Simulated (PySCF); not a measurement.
Si(H)2(SH)2, SMILES S[SiH2]S (H4S2Si) at its B3LYP/def2-SVP optimised geometry (Å):

```
7

Si     0.1745    -0.6951     0.0000
S     -0.3213     1.4059     0.0000
S     -0.6538    -1.8160    -1.6484
H      1.6620    -0.6951     0.0000
H     -0.3526    -1.4059     1.1957
H     -1.6620     1.2154     0.0122
H     -0.0781    -1.0592    -2.6126
```

Method: B3LYP/def2-TZVP (PySCF). Cells within 0.4 Å of a nucleus heavier than hydrogen are left out (blank, or x).

Map of the electron localisation function on the plane z = 0.0 Å:

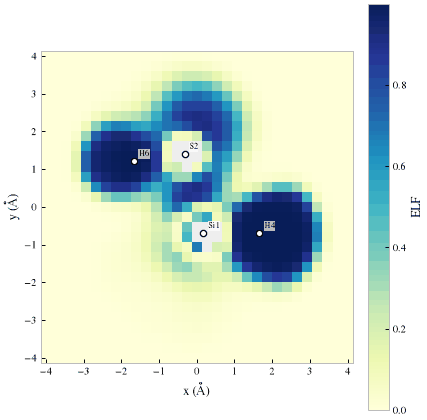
Figure: Electron localisation function on the plane z = 0.0 Å.
